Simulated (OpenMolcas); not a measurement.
**Relativistic diatomic calculation for CH (part 2 of 2)**

Continued. System: CH. Method: SA-CASSCF(5,5)/XMS-CASPT2 + RASSI spin-orbit (X2C scalar, AMFI), ANO-RCC-VTZP (OpenMolcas).

Log (extracts), continued:
```
++ Dipole transition strengths (spin-free states):
     for osc. strength at least  1.00000000E-05
      From   To        Osc. strength     Einstein coefficients Ax, Ay, Az (sec-1)    Total A (sec-1)
         1    8       4.34655798E-03  7.60267094E+05  9.06561981E+05  0.00000000E+00  1.66682907E+06
         1    9       4.34663879E-03  9.06612545E+05  7.60309491E+05  0.00000000E+00  1.66692204E+06
         1   10       6.14661813E-03  2.25367182E+01  3.16055766E+06  0.00000000E+00  3.16058020E+06
         1   11       1.25981760E-02  9.00537611E+06  6.19709337E+01  0.00000000E+00  9.00543808E+06
         1   12       1.53182606E-02  2.91910200E+07  2.19907763E+02  0.00000000E+00  2.91912399E+07
         1    4       7.68911156E-03  0.00000000E+00  0.00000000E+00  1.80237239E+07  1.80237239E+07
         1    5       8.18667453E-02  0.00000000E+00  0.00000000E+00  2.20857699E+08  2.20857699E+08
         1    6       2.59739436E-04  0.00000000E+00  0.00000000E+00  7.00717443E+05  7.00717443E+05
         2    8       4.34655802E-03  9.06561915E+05  7.60267032E+05  0.00000000E+00  1.66682895E+06
         2    9       4.34663882E-03  7.60309437E+05  9.06612472E+05  0.00000000E+00  1.66692191E+06
         2   10       6.14661754E-03  3.16055712E+06  2.25367012E+01  0.00000000E+00  3.16057966E+06
         2   11       1.25981756E-02  6.19709224E+01  9.00537522E+06  0.00000000E+00  9.00543719E+06
         2   12       1.53182599E-02  2.19907755E+02  2.91910177E+07  0.00000000E+00  2.91912376E+07
         2    3       7.68910877E-03  0.00000000E+00  0.00000000E+00  1.80237157E+07  1.80237157E+07
         2    5       2.59739406E-04  0.00000000E+00  0.00000000E+00  7.00717310E+05  7.00717310E+05
         2    6       8.18667466E-02  0.00000000E+00  0.00000000E+00  2.20857704E+08  2.20857704E+08
         7   13       2.68461080E-02  8.76553630E+03  5.51939283E+07  0.00000000E+00  5.52026938E+07
         7   14       2.68461094E-02  5.51939353E+07  8.76553712E+03  0.00000000E+00  5.52027008E+07
         8    3       4.23643438E-03  1.91821588E+06  1.60365129E+06  0.00000000E+00  3.52186718E+06
         8    4       4.23643513E-03  1.60365181E+06  1.91821634E+06  0.00000000E+00  3.52186814E+06
         8    5       2.13196780E-02  8.95302248E+06  1.33686499E+07  0.00000000E+00  2.23216724E+07
         8    6       2.13196801E-02  1.33686522E+07  8.95302386E+06  0.00000000E+00  2.23216760E+07
         9    3       4.23638087E-03  1.60359069E+06  1.91814307E+06  0.00000000E+00  3.52173376E+06
         9    4       4.23638166E-03  1.91814383E+06  1.60359093E+06  0.00000000E+00  3.52173476E+06
         9    5       2.13194382E-02  1.33681988E+07  8.95272024E+06  0.00000000E+00  2.23209190E+07
         9    6       2.13194402E-02  8.95272173E+06  1.33682009E+07  0.00000000E+00  2.23209226E+07
        10    3       3.00218188E-02  1.98901276E+07  3.37212207E+01  0.00000000E+00  1.98901613E+07
        10    4       3.00218220E-02  3.37210444E+01  1.98901319E+07  0.00000000E+00  1.98901656E+07
        10    5       5.98965300E-03  1.41718125E+04  5.11530220E+06  0.00000000E+00  5.12947401E+06
        10    6       5.98965411E-03  5.11530349E+06  1.41718238E+04  0.00000000E+00  5.12947531E+06
        11   12       3.22090755E-04  0.00000000E+00  0.00000000E+00  9.21842222E+04  9.21842222E+04
        11    3       2.23430674E-04  1.05345707E-01  1.05010916E+05  0.00000000E+00  1.05011022E+05
        11    4       2.23430520E-04  1.05010857E+05  1.05331615E-01  0.00000000E+00  1.05010963E+05
        11    5       1.48135572E-02  9.38346504E+06  2.66743236E+04  0.00000000E+00  9.41013936E+06
        11    6       1.48135572E-02  2.66743268E+04  9.38346581E+06  0.00000000E+00  9.41014013E+06
         3    6       1.60519529E-04  0.00000000E+00  0.00000000E+00  1.99409885E+03  1.99409885E+03
         4    5       1.60519805E-04  0.00000000E+00  0.00000000E+00  1.99409954E+03  1.99409954E+03
 Electric-quadrupole - electric-quadrupole not included
 Electric-dipole - electric-octupole not included
 Electric-dipole - magnetic-quadrupole not included
   Eigenvalues of complex Hamiltonian:
  (Shifted by EMIN (a.u.) =        -38.4185958042)
 SO State       Relative EMIN(au)   Rel lowest level(eV)    D:o, cm**(-1)      Omega
     1            -0.0000626532        0.0000000000              0.0000         0.5
     2            -0.0000626532        0.0000000000              0.0000         0.5
     3             0.0000624371        0.0034038817             27.4542         1.5
     4             0.0000624371        0.0034038817             27.4542         1.5
     5             0.0290661260        0.7926344612           6393.0281         0.5
     6             0.0290661260        0.7926344612           6393.0281         0.5
     7             0.0290662741        0.7926384910           6393.0606         1.5
     8             0.0290662741        0.7926384910           6393.0606         1.5
     9             0.1092489654        2.9745206761          23991.1272         2.1
    10             0.1092489654        2.9745206761          23991.1272         2.1
    11             0.1092509964        2.9745759409          23991.5729         2.1
    12             0.1092509964        2.9745759409          23991.5729         2.1
    13             0.1265054031        3.4440922660          27778.4775         0.5
    14             0.1265054031        3.4440922660          27778.4775         0.5
    15             0.1491571400        4.0604774294          32749.9591         0.5
    16             0.1491571400        4.0604774294          32749.9591         0.5
    17             0.2435374333        6.6286960442          53464.0392         0.5
    18             0.2435374333        6.6286960442          53464.0392         0.5
    19             0.2700399216        7.3498654890          59280.6630         1.5
    20             0.2700399216        7.3498654890          59280.6630         1.5
    21             0.2701653276        7.3532779601          59308.1865         0.5
    22             0.2701653276        7.3532779601          59308.1865         0.5
    23             0.2819647514        7.6743566379          61897.8607         0.5
    24             0.2819647514        7.6743566379          61897.8607         0.5
    25             0.2820180436        7.6758067942          61909.5570         0.5
    26             0.2820180436        7.6758067942          61909.5570         0.5
    27             0.2820715455        7.6772626529          61921.2992         1.5
    28             0.2820715455        7.6772626529          61921.2992         1.5
    29             0.2821252568        7.6787242130          61933.0875         2.5
    30             0.2821252568        7.6787242130          61933.0875         2.5
    31             0.2897259771        7.8855503486          63601.2528         0.5
    32             0.2897259771        7.8855503486          63601.2528         0.5
    33             0.2898059309        7.8877260018          63618.8006         1.5
    34             0.2898059309        7.8877260018          63618.8006         1.5
 Weights of the five most important spin-orbit-free states for each spin-orbit state.
 SO State  Total energy (au)           Spin-free states, spin, and weights
    1        -0.000063       1 0.5  0.5000    2 0.5  0.5000    7 1.5  0.0000   11 0.5  0.0000   10 0.5  0.0000
    2        -0.000063       1 0.5  0.5000    2 0.5  0.5000    7 1.5  0.0000   11 0.5  0.0000   10 0.5  0.0000
    3         0.000062       2 0.5  0.5000    1 0.5  0.5000    7 1.5  0.0000    8 0.5  0.0000    9 0.5  0.0000
    4         0.000062       2 0.5  0.5000    1 0.5  0.5000    7 1.5  0.0000    8 0.5  0.0000    9 0.5  0.0000
    5         0.029066       7 1.5  1.0000   11 0.5  0.0000    2 0.5  0.0000    1 0.5  0.0000    3 0.5  0.0000
    6         0.029066       7 1.5  1.0000   11 0.5  0.0000    2 0.5  0.0000    1 0.5  0.0000    3 0.5  0.0000
    7         0.029066       7 1.5  1.0000    2 0.5  0.0000    1 0.5  0.0000    3 0.5  0.0000    4 0.5  0.0000
    8         0.029066       7 1.5  1.0000    2 0.5  0.0000    1 0.5  0.0000    3 0.5  0.0000    4 0.5  0.0000
    9         0.109249       8 0.5  1.0000    2 0.5  0.0000    1 0.5  0.0000    3 0.5  0.0000    4 0.5  0.0000
   10         0.109249       8 0.5  1.0000    2 0.5  0.0000    1 0.5  0.0000    3 0.5  0.0000    4 0.5  0.0000
   11         0.109251       9 0.5  1.0000    2 0.5  0.0000    1 0.5  0.0000    3 0.5  0.0000    4 0.5  0.0000
   12         0.109251       9 0.5  1.0000    2 0.5  0.0000    1 0.5  0.0000    3 0.5  0.0000    4 0.5  0.0000
   13         0.126505      10 0.5  1.0000   11 0.5  0.0000    3 0.5  0.0000    4 0.5  0.0000    2 0.5  0.0000
   14         0.126505      10 0.5  1.0000   11 0.5  0.0000    3 0.5  0.0000    4 0.5  0.0000    2 0.5  0.0000
   15         0.149157      11 0.5  1.0000   10 0.5  0.0000    7 1.5  0.0000    2 0.5  0.0000    1 0.5  0.0000
   16         0.149157      11 0.5  1.0000   10 0.5  0.0000    7 1.5  0.0000    2 0.5  0.0000    1 0.5  0.0000
   17         0.243537      12 0.5  1.0000   13 1.5  0.0000   14 1.5  0.0000    5 0.5  0.0000    6 0.5  0.0000
   18         0.243537      12 0.5  1.0000   13 1.5  0.0000   14 1.5  0.0000    5 0.5  0.0000    6 0.5  0.0000
   19         0.270040       3 0.5  0.5000    4 0.5  0.5000    9 0.5  0.0000    8 0.5  0.0000    7 1.5  0.0000
   20         0.270040       3 0.5  0.5000    4 0.5  0.5000    9 0.5  0.0000    8 0.5  0.0000    7 1.5  0.0000
   21         0.270165       4 0.5  0.5000    3 0.5  0.5000   11 0.5  0.0000    6 0.5  0.0000    5 0.5  0.0000
   22         0.270165       4 0.5  0.5000    3 0.5  0.5000   11 0.5  0.0000    6 0.5  0.0000    5 0.5  0.0000
   23         0.281965      13 1.5  0.5000   14 1.5  0.5000   12 0.5  0.0000   11 0.5  0.0000   10 0.5  0.0000
   24         0.281965      13 1.5  0.5000   14 1.5  0.5000   12 0.5  0.0000   11 0.5  0.0000   10 0.5  0.0000
   25         0.282018      13 1.5  0.5001   14 1.5  0.4999    6 0.5  0.0000    5 0.5  0.0000   12 0.5  0.0000
   26         0.282018      13 1.5  0.5001   14 1.5  0.4999    6 0.5  0.0000    5 0.5  0.0000   12 0.5  0.0000
   27         0.282072      14 1.5  0.5001   13 1.5  0.4999    5 0.5  0.0000    6 0.5  0.0000    9 0.5  0.0000
   28         0.282072      14 1.5  0.5001   13 1.5  0.4999    5 0.5  0.0000    6 0.5  0.0000    9 0.5  0.0000
   29         0.282125      14 1.5  0.5000   13 1.5  0.5000    9 0.5  0.0000    8 0.5  0.0000   12 0.5  0.0000
   30         0.282125      14 1.5  0.5000   13 1.5  0.5000    9 0.5  0.0000    8 0.5  0.0000   12 0.5  0.0000
   31         0.289726       5 0.5  0.5000    6 0.5  0.5000   14 1.5  0.0000   13 1.5  0.0000   12 0.5  0.0000
   32         0.289726       5 0.5  0.5000    6 0.5  0.5000   14 1.5  0.0000   13 1.5  0.0000   12 0.5  0.0000
   33         0.289806       6 0.5  0.5000    5 0.5  0.5000   13 1.5  0.0000   14 1.5  0.0000    4 0.5  0.0000
   34         0.289806       6 0.5  0.5000    5 0.5  0.5000   13 1.5  0.0000   14 1.5  0.0000    4 0.5  0.0000
++ Dipole transition strengths (SO states):
        for osc. strength at least   1.00000000E-05
      From   To        Osc. strength     Einstein coefficients Ax, Ay, Az (sec-1)    Total A (sec-1)
         1    9       4.35127485E-03  8.35273408E+05  8.35278790E+05  0.00000000E+00  1.67055220E+06
         1   11       4.34751504E-03  8.34588066E+05  8.34582677E+05  0.00000000E+00  1.66917074E+06
         1   13       6.20151667E-03  1.59592021E+06  1.59603669E+06  0.00000000E+00  3.19195691E+06
         1   15       1.25431780E-02  4.48701361E+06  4.48668204E+06  0.00000000E+00  8.97369565E+06
         1   17       1.53226556E-02  1.46078324E+07  1.46067579E+07  0.00000000E+00  2.92145902E+07
         1   21       7.70874270E-03  0.00000000E+00  0.00000000E+00  1.80865222E+07  1.80865222E+07
         1   31       8.21131154E-02  0.00000000E+00  0.00000000E+00  2.21557317E+08  2.21557317E+08
         2   10       4.35127485E-03  8.35273408E+05  8.35278790E+05  0.00000000E+00  1.67055220E+06
         2   12       4.34751504E-03  8.34588066E+05  8.34582677E+05  0.00000000E+00  1.66917074E+06
         2   14       6.20151667E-03  1.59592021E+06  1.59603669E+06  0.00000000E+00  3.19195691E+06
         2   16       1.25431780E-02  4.48701361E+06  4.48668204E+06  0.00000000E+00  8.97369565E+06
         2   18       1.53226556E-02  1.46078324E+07  1.46067579E+07  0.00000000E+00  2.92145902E+07
         2   22       7.70874270E-03  0.00000000E+00  0.00000000E+00  1.80865222E+07  1.80865222E+07
         2   32       8.21131154E-02  0.00000000E+00  0.00000000E+00  2.21557317E+08  2.21557317E
```

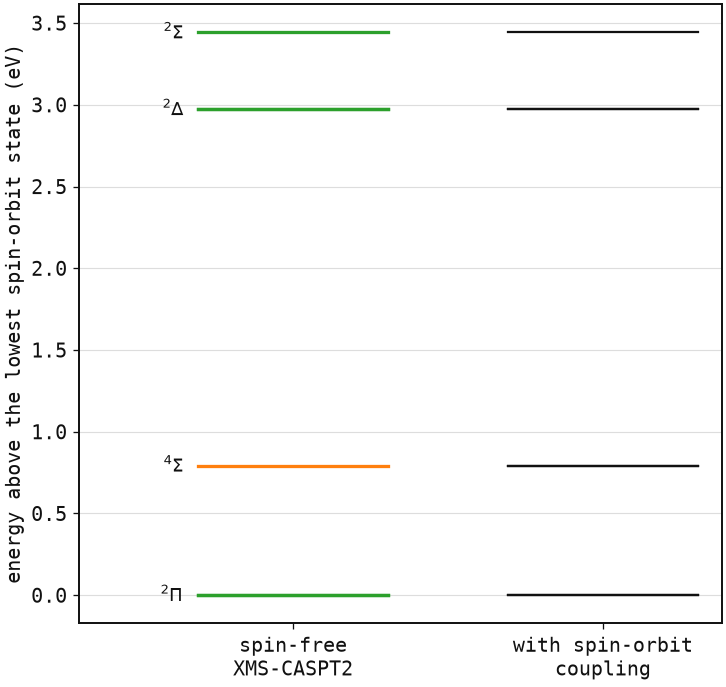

Figure 1. States up to 3.7 eV at 1.131 Å, without spin-orbit coupling (left, a colour for each spin multiplicity) and with it (right, where close levels merge). The spin-free states run ²Π (0.00 eV), ⁴Σ (0.79 eV), ²Δ (2.97 eV), ²Σ (3.44 eV) from the lowest. The lowest spin-orbit levels have |Ω| = 1/2 (0 cm⁻¹), 3/2 (27 cm⁻¹), 1/2 (6,393 cm⁻¹), 3/2 (6,393 cm⁻¹), 2.06 (not clean) (23,991 cm⁻¹).

Outcome of the run: converged.
